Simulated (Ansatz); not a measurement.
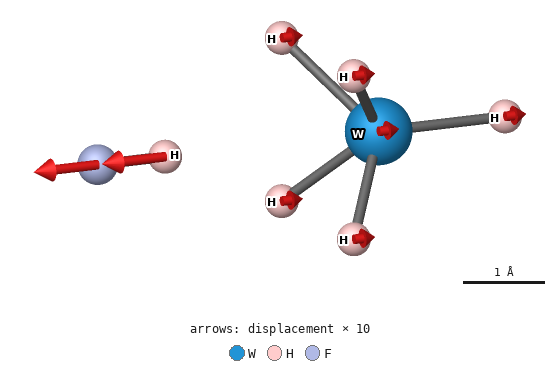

This is a relaxation of WH₆F (multiplicity 2). The starting structure is drawn; red arrows show the displacements, 10 times their true length. The two geometries are superimposed by the best rigid fit.

Style: ball-and-stick. Shown at a tilt.

The run prepares an end point of a later path (reaction) calculation, from a guessed geometry.

These are results of UKS B3LYP-D4/def2-SVP in Ansatz, not measurements.

Input file:
```yaml
crystal:
  periodic: [false, false, false]
  atoms:
    - { symbol: W, position_ang: [0.0, 0.0, -0.615413] }
    - { symbol: H, position_ang: [0.0, 0.0, 2.306203] }
    - { symbol: H, position_ang: [1.47438, -0.000287, 0.216535] }
    - { symbol: H, position_ang: [-0.000287, 1.47438, 0.216535] }
    - { symbol: H, position_ang: [-1.47438, 0.000287, 0.216535] }
    - { symbol: H, position_ang: [0.000287, -1.47438, 0.216535] }
    - { symbol: H, position_ang: [0.0, 0.0, -2.346216] }
    - { symbol: F, position_ang: [0.0, 0.0, 3.229286] }
magnetization:
  spin_polarized: true
  initial_magnetization: 1
basis:
  gaussian: { orbitals: def2-SVP }
hamiltonian:
  xc: b3lyp
  dispersion: d4
relax:
  f_tol: 0.03
  max_steps: 50
output:
  orbitals: {}
```

Launched with:
```bash
ansatz run input.yaml --threads 2 --pin off --max-ram 3072MiB --backend cpu --events-out ev --progress --plain --runs-dir out
```

> Describe the change and its energy.

After 3 accepted moves (4 points after the start) the energy has fallen by 0.03 kcal/mol. The largest force component goes from 0.063 to 0.0028 eV/Å. The line search rejected the trial step at point 2 of the run. The largest moves after the best rigid fit, 0.088 Å, are those of H2 and F8. By element the largest moves are F 0.088 Å, H 0.087 Å, W 0.029 Å. Among the contacts that change: W1–H2 2.922 → 3.037 Å.

Limits of the set-up: the start holds two separate molecules, 2.6 Å apart at their closest, whose relative position is a soft coordinate.
